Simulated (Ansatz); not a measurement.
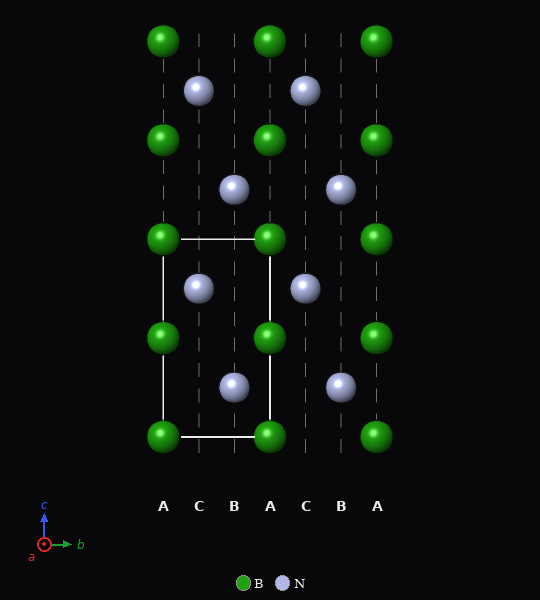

The picture looks along a close-packed row of the hexagonal mesh; c points upwards. The dashed lines mark the three columns A (0, 0), B (1/3, 2/3) and C (2/3, 1/3). The sequence starts with the first layer at or above the cell's origin.

System BN; source of the atomic positions: the input geometry of an electronic-structure calculation (not necessarily at equilibrium); the starting structure was generated, so it need not be a known form of this composition.

Question: Read off the stacking sequence over one period.

Answer: B(A) – N(B) – B(A) – N(C) (four layers in 4.00 Å).

Question: How are the N layers alone stacked?

Answer: N layers alone: BC, the hexagonal close-packed type.

Question: Which positions between or in the N layers do the other atoms fill?

Answer: B: two octahedral sites in each hexagonal cell.
